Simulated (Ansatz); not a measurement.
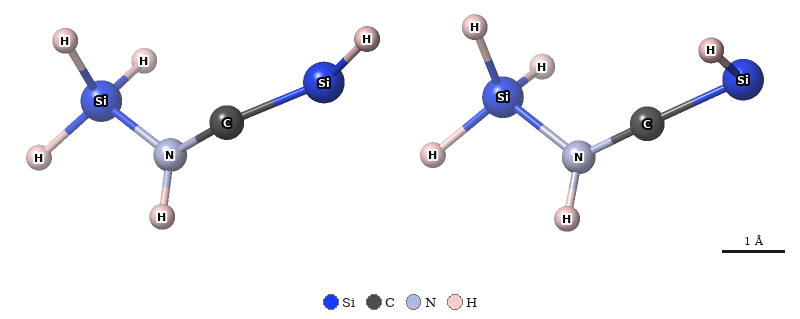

Two geometries of CH5NSi2, drawn at one scale. One is the start of a relaxation, the other its converged end. A ball-and-stick model, seen at a tilt.

Method: RKS revPBE/def2-SVP in Ansatz. (no spin polarisation; force threshold 0.015 eV/Å; at most 40 steps)

> Which one is relaxed?

The right one is the relaxed one. The run prepares an end point of a later path (torsion) calculation, from a guessed geometry. After 16 accepted moves (17 points after the start) the energy has fallen by 0.749 eV. The largest force component goes from 1.8 to 0.01 eV/Å. The line search rejected the trial step at point 7 of the run. The largest move after the best rigid fit is that of an H atom, 0.94 Å. Largest moves by element: H 0.94 Å, C 0.53 Å, Si 0.35 Å, N 0.14 Å. Some distances before and after: H–Si 1.453 → 1.542 Å, N–Si 1.735 → 1.821 Å, C–N 1.354 → 1.312 Å, H–Si 1.467 → 1.505 Å. Bond angles that change, for instance: C–Si–H 130.1° → 88.4°, Si–C–N 141.7° → 170.1°, C–N–Si 126.9° → 121.3°. The run took 21 s on 1 thread of AMD EPYC 9R45 96-Core Processor (Zen 5) (shared host), peak memory 0.14 GiB.
